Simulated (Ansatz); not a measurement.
CH3I (SMILES CI)

```xyz
5

C    -0.0916   -0.4668   -0.4829
I    -0.2732    0.9375    1.1434
H    -1.0807   -0.5749   -0.9412
H     0.2570   -1.4172   -0.0645
H     0.6328   -0.0583   -1.1958
```

Geometry: r2SCAN-D4/def2-SVP; core potentials replace the inner electrons of I.

Method: isolated molecule in a Gaussian basis; Kohn-Sham density functional theory, functional PBE0 in Ansatz.

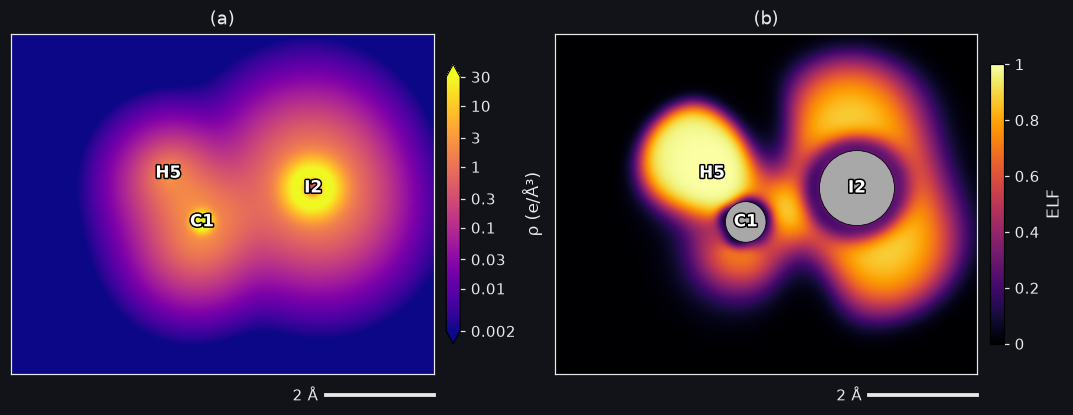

Figure 1. (a) electron density; (b) electron localisation function on the plane of atoms I2, C1 and H5. Grey discs cover the atomic cores in the ELF map.

> Interpret the plot.

The section cuts through C, I and H sites. C–I (2.16 Å): the density is about 0.8 e/Å³ at the midpoint; the ELF peaks at about 0.85 between the atoms (a covalent bond). C–H (1.10 Å): the density is about 2 e/Å³ at the midpoint; the ELF climbs to about 1 towards the hydrogen, as it does in any bond to H: a covalent bond by its length. The ELF also peaks beside I2, away from the bonds: lone-pair regions.

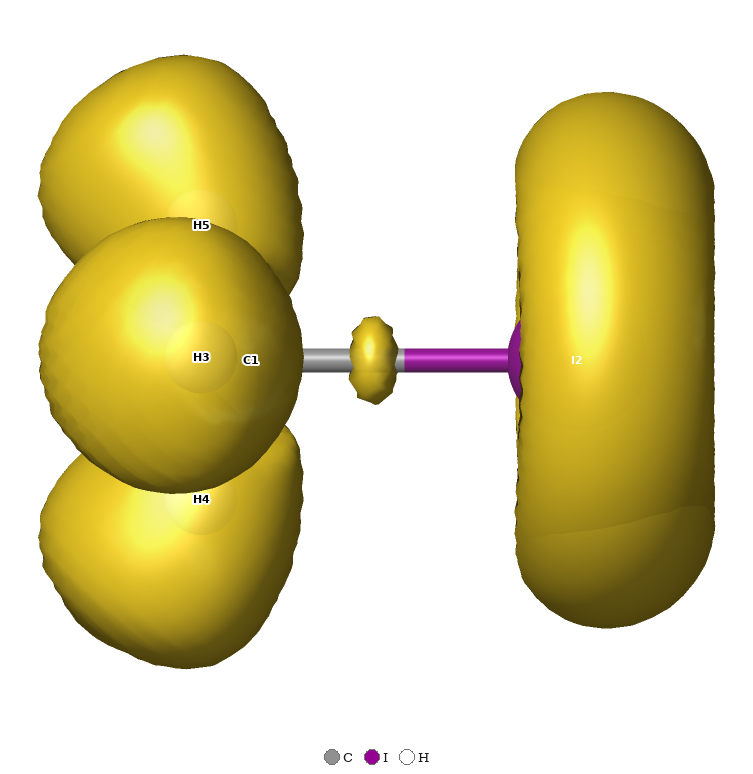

Figure 2. Isosurface of the electron localisation function at 0.8 (yellow), seen from one side. Core shells and regions of very low density are left out.

> What do the ELF domains correspond to?

The ELF exceeds this value in one region between bonded C–I atoms (shared pairs), three regions around hydrogen nuclei and one ring or bowl of non-bonding electrons around I.

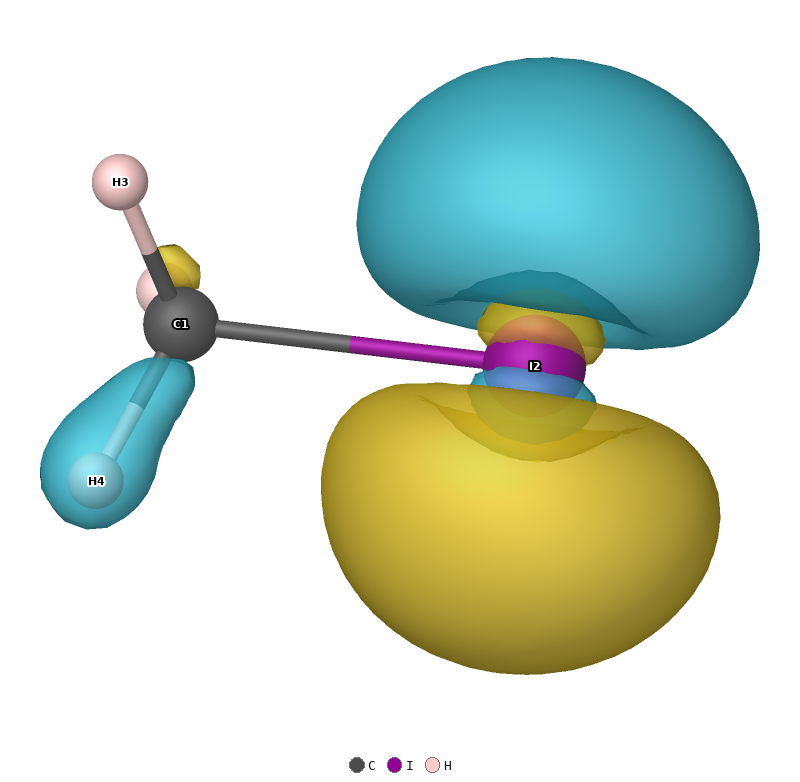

Figure 3. The HOMO at ±0.15 Å⁻³ᐟ² (yellow and cyan are the two phases), seen at a tilt.

> Describe this orbital and give its energy.

Its weight (Hirshfeld) is mainly on I2 (about 90 %); largely a lone pair of I2. It is one of a degenerate set, so its orientation is arbitrary. Its energy is −7.32 eV.
